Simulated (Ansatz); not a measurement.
**Ligand exchange: CH3Cl + AlI3 → ICl + Al(CH3)I2**

Species: CH3Cl (chloromethane) `CCl`, singlet; AlI3 (aluminum iodide) `[I][Al]([I])[I]`, singlet; ICl (iodine monochloride), singlet; Al(CH3)I2, singlet. The partners trade CH3 for I: Cl–CH3 and Al–I bonds give way to Cl–I and Al–CH3.

Shapes, held fixed at every level: PBE0-D4/def2-TZVP. Programs: Ansatz 0.2.0. Electronic energies: no zero-point or thermal term.

```
                level                    kind  ΔE (kJ/mol)  less CCSD(T)/def2-TZVPP
          HF/def2-SVP            Hartree–Fock       +167.4                    +16.0
 r2SCAN-D4/def2-TZVPP                meta-GGA       +145.1                     -6.3
  BHLYP-D4/def2-TZVPP           global hybrid       +150.3                     -1.1
r2SCAN0-D4/def2-TZVPP           global hybrid       +152.6                     +1.2
   wB97X-V/def2-TZVPP  range-separated hybrid       +144.9                     -6.5
         MP2/def2-SVP     perturbation theory       +172.2                    +20.8
      CCSD/def2-TZVPP   coupled cluster or CI       +151.9                     +0.5
   CCSD(T)/def2-TZVPP   coupled cluster or CI       +151.4                      0.0
```

The highest level, CCSD(T)/def2-TZVPP, gives ΔE = +151.4 kJ/mol; the levels span +144.9 to +172.2. The column of differences is taken from that level and isn't an error. No measured value is set beside it here. For atoms past krypton def2 sets carry core potentials with scalar relativity. Correlated rows may include outer-core shells of I, which these sets cover unevenly.

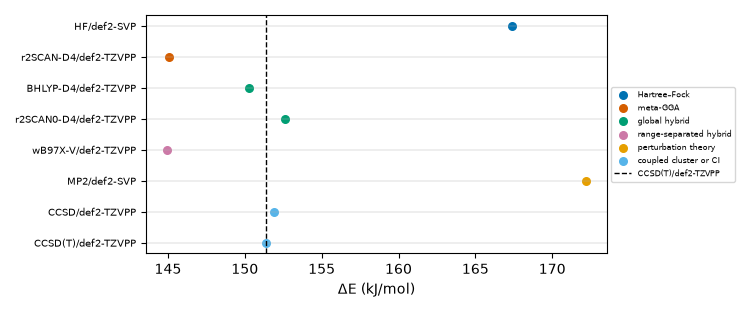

The values of the table, level by level.
